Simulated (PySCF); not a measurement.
## Excited-state calculation, with input and output: C$_{5}$H$_{10}$P$_{2}$Se

The run: excited-state calculation of C$_{5}$H$_{10}$P$_{2}$Se, SMILES C=CP(=[Se])(C=C)CP. Method and program: TDDFT wB97X-D/def2-SVPD, vertical, gas phase, core orbitals frozen in the response (PySCF 2.14.0).

The geometry comes from this level: PBE0-D3(BJ)/def2-SVP.

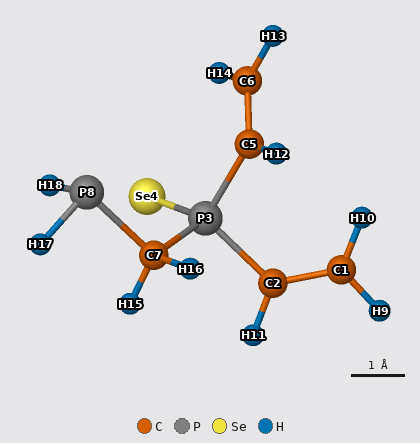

**Figure 1.** The structure (ball-and-stick view, seen at a tilt; atoms are numbered from 1 in the order of the input). Bond lengths as drawn: C–C 1.33 Å, C–H 1.09 to 1.10 Å, C–P 1.81 to 1.87 Å, H–P 1.43 Å and P–Se 2.10 Å.

### Key numbers

- outcome: converged
- total energy: −3280.129389 hartree
- HOMO: −7.78 eV
- LUMO: 0.66 eV
- dipole moment: 4.50 D
- mean polarisability: 141.87 a.u.
- vertical ionisation energy: 7.84 eV
- lowest singlet excitation: 4.48 eV
- hardware: 1 CPU thread, shared host
- wall time: 4.7 min
- peak memory: 1.3 GiB

### Notes

Spin–orbit coupling is left out, which matters for the heavy atoms.

### Input
```
{"job": {"kind": "uv", "xc": "wB97X-D", "basis": "def2-SVPD", "ip": true, "dynamic": false}, "charge": 0, "multiplicity": 1}
C     -2.142274    -1.757814     0.165584
C     -0.842787    -1.695709     0.462533
P      0.118980    -0.165770     0.535480
Se     0.719925     0.344161     2.483504
C     -0.880553     1.074787    -0.329663
C     -1.262177     2.202178     0.269675
C      1.508311    -0.487868    -0.616726
P      2.548109     1.038866    -0.922411
H     -2.683274    -2.708117     0.197680
H     -2.717848    -0.865899    -0.100720
H     -0.286944    -2.592206     0.761088
H     -1.132562     0.863559    -1.376106
H     -1.847102     2.960588    -0.258841
H     -0.982124     2.389921     1.313528
H      2.090206    -1.312526    -0.178106
H      1.078857    -0.827312    -1.574308
H      3.742596     0.334444    -1.267162
H      2.934237     1.222959     0.439610
```

The first line tells a small driver script what to run in PySCF; the rest is the geometry in Å.

Run as:
```bash
OMP_NUM_THREADS=1 python <driver script> task.json out
```

### What the program printed
```
coarse grid: 70776 points
cycle   1  E = -3280.0591666642  dE =  8.860e-02  |g| = 4.309e-01  |ddm| = 6.494e+00
cycle   2  E = -3280.0754944570  dE = -1.633e-02  |g| = 4.220e-01  |ddm| = 1.919e+00
cycle   3  E = -3280.1276058137  dE = -5.211e-02  |g| = 9.225e-02  |ddm| = 1.023e+00
cycle   4  E = -3280.1295082645  dE = -1.902e-03  |g| = 2.713e-02  |ddm| = 1.997e-01
cycle   5  E = -3280.1297075365  dE = -1.993e-04  |g| = 1.110e-02  |ddm| = 7.288e-02
cycle   6  E = -3280.1297373344  dE = -2.980e-05  |g| = 1.522e-03  |ddm| = 2.398e-02
cycle   7  E = -3280.1297385769  dE = -1.242e-06  |g| = 6.341e-04  |ddm| = 7.244e-03
final grid: 146688 points
cycle   8  E = -3280.1293887942  dE = -2.865e-06  |g| = 6.706e-04  |ddm| = 2.525e-02
cycle   9  E = -3280.1293888974  dE = -1.033e-07  |g| = 5.004e-04  |ddm| = 3.922e-03
cycle  10  E = -3280.1293889636  dE = -6.617e-08  |g| = 1.232e-04  |ddm| = 1.144e-03
cycle  11  E = -3280.1293889689  dE = -5.315e-09  |g| = 5.569e-05  |ddm| = 4.057e-04
cycle  12  E = -3280.1293889699  dE = -9.868e-10  |g| = 1.611e-05  |ddm| = 1.496e-04
```

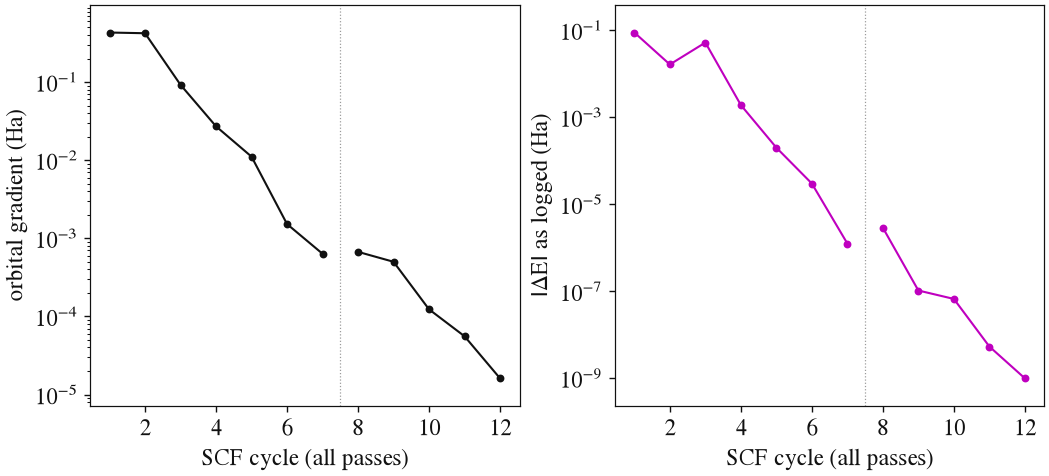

**Figure 2.** Convergence of the self-consistent field: orbital gradient and size of the energy change against the SCF cycle. The dotted line marks the change from a coarse to the final integration grid. The first 7 cycles use a coarse grid, the final grid takes over at cycle 8, and the field converges after 12 cycles in all.

```
converged SCF energy = -3280.1293889699

Static polarisability (au): isotropic 141.873, principal 131.877 137.699 156.043

Singlet excitations
state   eV       nm        f      main configurations
  1   4.4766    277.0   0.04059   H->L 0.72, H->L+1 0.16
  2   4.5870    270.3   0.00848   H-1->L 0.91
  3   4.6502    266.6   0.00594   H->L+1 0.61, H-1->L+1 0.19, H->L 0.17
  4   4.7107    263.2   0.00615   H-1->L+1 0.75, H->L+1 0.16
  5   5.6388    219.9   0.01574   H->L+3 0.48, H->L+2 0.14, H->L+4 0.11
  6   5.7259    216.5   0.01190   H-1->L+3 0.54, H-1->L+2 0.11
  7   5.8360    212.4   0.00362   H->L+3 0.27, H->L+4 0.25, H->L+2 0.13
  8   6.0747    204.1   0.03678   H->L+2 0.51, H->L+4 0.20, H->L+8 0.13
  9   6.1569    201.4   0.06435   H-1->L+2 0.52, H-1->L+3 0.12
 10   6.3072    196.6   0.01220   H-1->L+4 0.31, H-1->L+8 0.18, H-1->L+2 0.14

Triplet excitations (Tamm-Dancoff, eV): 3.9254 4.2916 4.2985 4.5447
Vertical ionisation energy (delta-SCF) = 7.8423 eV
```

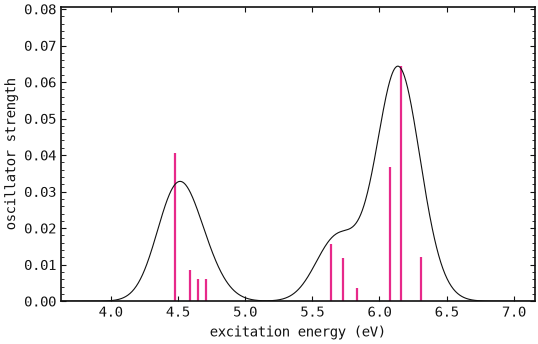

**Figure 3.** Computed excitations as sticks (degenerate states added up, dark ones marked on the axis), with a Gaussian envelope of 0.35 eV full width at half maximum, scaled to the tallest. Of the 10 states the lowest lies at 4.48 eV (f = 0.041); the strongest line is at 6.16 eV, or 201 nm (f = 0.064).

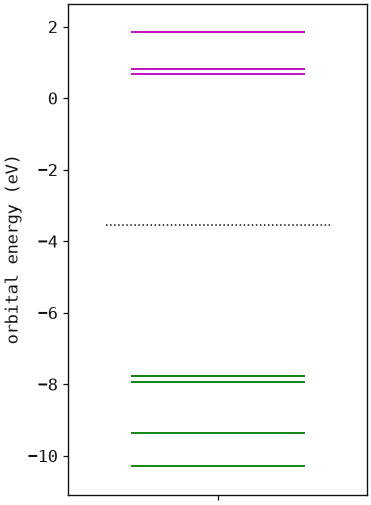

**Figure 4.** Orbital energies near the frontier; the dotted line parts filled from empty levels, and levels within 0.02 eV of each other stand side by side. Highest filled −7.78 eV, lowest empty 0.66 eV, 8.44 eV apart.
